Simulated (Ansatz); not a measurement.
Starting cell, InAs (zinc blende):

```yaml
crystal:
  lattice:
    - [0.00000, 3.09316, 3.09316]
    - [3.09316, 0.00000, 3.09316]
    - [3.09316, 3.09316, 0.00000]
  atoms:
    - { symbol: As, position: [0.75000, 0.75000, 0.75000] }
    - { symbol: In, position: [0.00000, 0.00000, 0.00000] }
```

In each cell atom 2 (In, nearest neighbour As at 2.679 Å; its periodic images, 4.4 Å or more away, move with it) moves by s·(1.000, 0.000, 0.000) (along Cartesian x), the rest being held.

Method: PBE (plane waves to 420 eV, PAW, scalar-relativistic; Ansatz, a program for electronic structure). k mesh 8×8×8 (Γ-centred), Fermi-Dirac smearing 0.05 eV. E stands for the smeared free energy. With partly filled bands, energies and forces of such displacements shift with the k mesh and the smearing. F∥ is the force on the atom along that direction. At this level the bands of InAs touch or barely overlap; measurements give the solid a gap. InAs was relaxed with its symmetry unable to fall. ΔE is measured from the undisplaced structure.

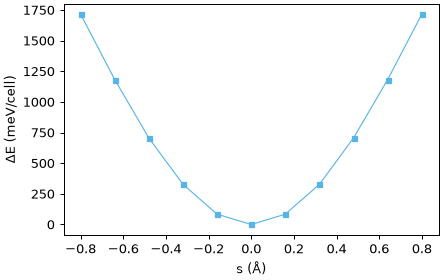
Figure. ΔE (meV/cell) against s (Å); one marker a computed point.

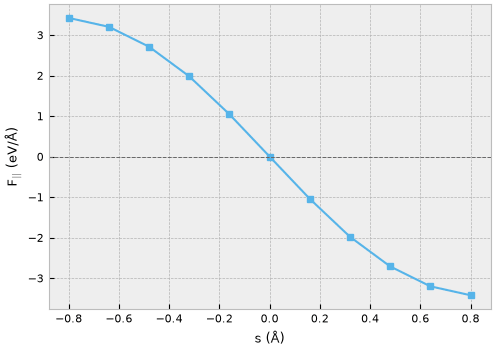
Fig. 1. F∥ (eV/Å) against s (Å); markers are the computed points, lines only join them.

The zone-centre optical wavenumber from k is 200 cm⁻¹ and the force along the line at s = -0.800 Å is 3.42 eV/Å. The energy at s = 0.800 Å comes out as 1716 meV/cell. Symmetry of the curve: even: the same for both signs. Harmonic estimate at the end of the scan: ½ks² = 2124 meV/cell against the computed 1716 meV/cell, so the well is softer than harmonic there.

With its periodic images moving along, the atom's site symmetry in this cell is -43m.

(A displaced cell: forces are minus the slopes of the energy, force constants its curvatures, and phonons follow from these.)
